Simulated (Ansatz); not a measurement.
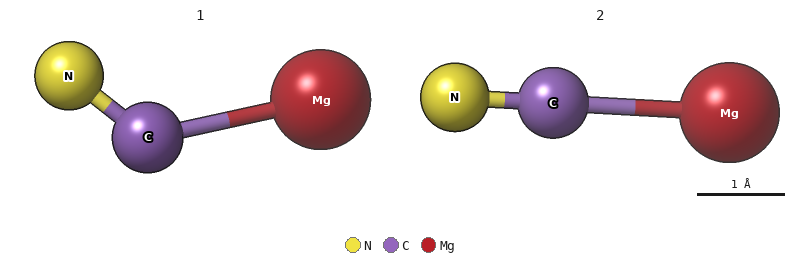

Two geometries of MgCN (multiplicity 2), drawn at one scale. One is the start of a relaxation, the other its converged end. The picture is a ball-and-stick view, seen at a tilt.

Method: UKS PBE0-D4/def2-TZVP in Ansatz 0.2.0. Set-up: force threshold 0.005 eV/Å; at most 200 steps.

> Which one is relaxed?

Structure 2 is the relaxed one. Over 7 geometry steps the energy falls by 3.75 kcal/mol. Largest force component: 0.52 eV/Å at the start, under 0.0001 eV/Å at the end. The C atom moves most after the best rigid fit: 0.42 Å. By element the largest moves are C 0.42 Å, N 0.31 Å, Mg 0.18 Å. Near-neighbour distances that change, for instance: C–Mg 2.110 → 2.078 Å. Among the angles between lasting bonds that change: N–C–Mg 128.2° → 180.0°. The run took of the order of 16 core-seconds on a shared host.
